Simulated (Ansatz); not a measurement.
**BHLYP/STO-3G run of AlClF2 (SMILES [F][Al]([F])[Cl])**

What is the vertical singlet–triplet gap of AlClF2 at BHLYP/STO-3G? 

The calculation is run with Ansatz 0.2.0.

53 further runs of the same task are left out: 4 that didn't finish, 49 set aside as unsound or not needed.

### 1 The structure to begin with

AlClF2 has 4 atoms, charge 0, and is taken as a singlet. As SMILES, `[F][Al]([F])[Cl]`. The shape is that of a PBE0-D4/def2-TZVP optimisation.

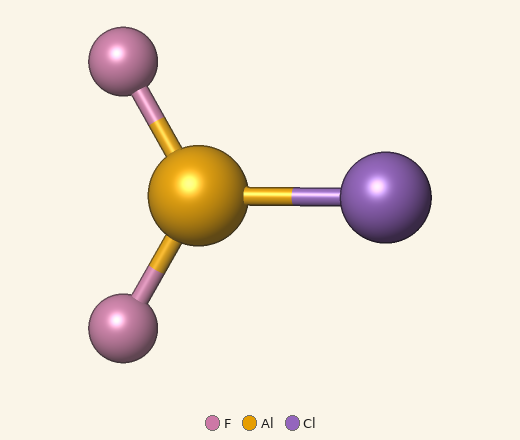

The structure, seen from a chosen angle (fluorine pink, aluminium amber, chlorine purple).

### 2 The energy at BHLYP/STO-3G

File in.yaml:

```yaml
basis:
  gaussian:
    orbitals: STO-3G
crystal:
  periodic: [false, false, false]
  atoms:
    - {symbol: F, position_ang: [0.997200, 0.721760, 1.149640]}
    - {symbol: Al, position_ang: [0.069280, -0.050750, 0.053570]}
    - {symbol: F, position_ang: [0.273490, -1.653820, -0.164660]}
    - {symbol: Cl, position_ang: [-1.339980, 0.982810, -1.038560]}
hamiltonian:
  xc: {name: BHLYP}
accuracy: high
```

On the command line:

```
$ ansatz run in.yaml --threads 1 --pin off --max-ram 3480MiB --events-out events.jsonl --progress --plain --runs-dir runs
```

The program printed:

```text
Warning: RAYON_NUM_THREADS=1 ignored (pool sized by the plan → 1); use --threads N
Functional definition: BHLYP
  name "BHLYP"
  parameter a = 0.5
  exchange = (1 - a)*b88_x + a*exact_x
  correlation = lyp_c
524 factors; integrals over basis functions are off by at most 2.8e-8 eV
mean field evaluation 1: about -24258.7309 eV, gradient 2.9e1 eV
mean field evaluation 2: about -24260.5497 eV, gradient 2.3e1 eV
mean field evaluation 4: about -24262.2945 eV, gradient 1.6e-1 eV
mean field evaluation 8: about -24262.3099 eV, gradient 6.3e-4 eV
mean field evaluation 16: about -24262.3099 eV, gradient 2.9e-8 eV
mean field -24262.30990144 eV, -891.6234432937 hartree, gradient 2.9e-8 eV, S^2 0.000000; 0 other end points of the search recorded, 0 dependent functions left out
reference -24262.30991773 eV, -891.6234438923 hartree; 24, 24 occupied and 4, 4 virtual orbitals, 524 factors
Total energy: -24262.30991773 eV, -891.6234438923 hartree
```

Run time: 1.2 s. Hardware: 1 thread of Arm Neoverse V2, shared host; peak memory 0.11 GiB.

### 3 The triplet at the same level

File run.yaml:

```yaml
basis:
  gaussian: {orbitals: STO-3G}
crystal:
  periodic: [false, false, false]
  atoms:
    - symbol: F
      position_ang: [0.997200, 0.721760, 1.149640]
    - symbol: Al
      position_ang: [0.069280, -0.050750, 0.053570]
    - symbol: F
      position_ang: [0.273490, -1.653820, -0.164660]
    - symbol: Cl
      position_ang: [-1.339980, 0.982810, -1.038560]
magnetization: {spin_polarized: true, initial_magnetization: 2}
hamiltonian: {xc: {name: BHLYP}}
accuracy: high
```

On the command line:

```
$ ansatz run run.yaml --threads 1 --pin off --max-ram 3480MiB --events-out events.jsonl --progress --plain --runs-dir runs
```

The program printed:

```text
Warning: RAYON_NUM_THREADS=1 ignored (pool sized by the plan → 1); use --threads N
[... 5 set-up lines as earlier in the session ...]
524 factors; integrals over basis functions are off by at most 2.8e-8 eV
mean field evaluation 1: about -24252.5081 eV, gradient 1.1e1 eV
mean field evaluation 2: about -24253.5823 eV, gradient 3.9e0 eV
mean field evaluation 4: about -24253.7146 eV, gradient 1.1e0 eV
mean field evaluation 8: about -24253.7894 eV, gradient 1.1e-1 eV
mean field evaluation 16: about -24253.8479 eV, gradient 1.5e-2 eV
mean field evaluation 32: about -24253.8258 eV, gradient 1.0e0 eV
mean field -24253.84872617 eV, -891.3125008376 hartree, gradient 2.5e-8 eV, S^2 2.010455; 6 other end points of the search recorded, 0 dependent functions left out
reference -24253.84874224 eV, -891.3125014282 hartree; 25, 23 occupied and 3, 5 virtual orbitals, 524 factors
Total energy: -24253.84874224 eV, -891.3125014282 hartree
```

Run time: 4.5 s. Hardware: 1 thread of Arm Neoverse V2, shared host; peak memory 0.16 GiB.

### 4 Summary of results

At BHLYP/STO-3G:

| quantity | value |
| --- | --- |
| singlet: total energy | -891.62344 Eh |
| triplet: total energy | -891.31250 Eh |
| triplet: ⟨S²⟩ | 2.010 |
| vertical energy of the triplet above the singlet | 8.461 eV |

What this shows: At this shape the triplet lies 8.46 eV (816 kJ/mol) above the singlet. In a minimal basis such a difference can be off by several eV, whatever the method.
